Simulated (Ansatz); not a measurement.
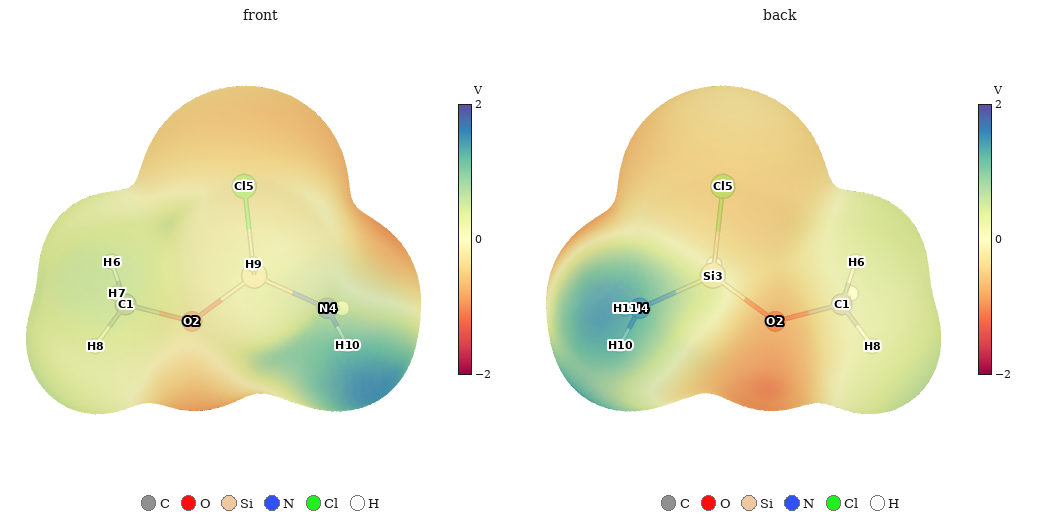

Figure 1: CH6ClNOSi. The electrostatic potential painted on the density surface at 0.001 e/bohr³, seen from the front and from behind; the colour scale runs from red (negative) to blue (positive).

Geometry: PBE0-D4/def2-TZVP.

Theory: RKS PBE0-D4/def2-TZVPP (Ansatz 0.2.0).

```yaml
atoms:
  - { symbol: C, position_ang: [-1.2014, 1.4722, -0.1664] }
  - { symbol: O, position_ang: [-0.4957, 0.3232, -0.5812] }
  - { symbol: Si, position_ang: [0.4607, -0.5666, 0.3958] }
  - { symbol: N, position_ang: [1.2120, -1.8470, -0.4112] }
  - { symbol: Cl, position_ang: [1.9336, 0.6716, 1.1297] }
  - { symbol: H, position_ang: [-0.5138, 2.2828, 0.0936] }
  - { symbol: H, position_ang: [-1.8393, 1.2619, 0.6997] }
  - { symbol: H, position_ang: [-1.8345, 1.7979, -0.9928] }
  - { symbol: H, position_ang: [-0.3309, -1.0804, 1.5346] }
  - { symbol: H, position_ang: [0.7000, -2.6851, -0.6325] }
  - { symbol: H, position_ang: [1.9746, -1.6876, -1.0487] }
```

Where is the surface potential most negative and most positive?

The most negative region (about −1.0 V) lies over O2, the most positive (about +1.6 V) over H10. O2 is the likeliest acceptor of a hydrogen bond.
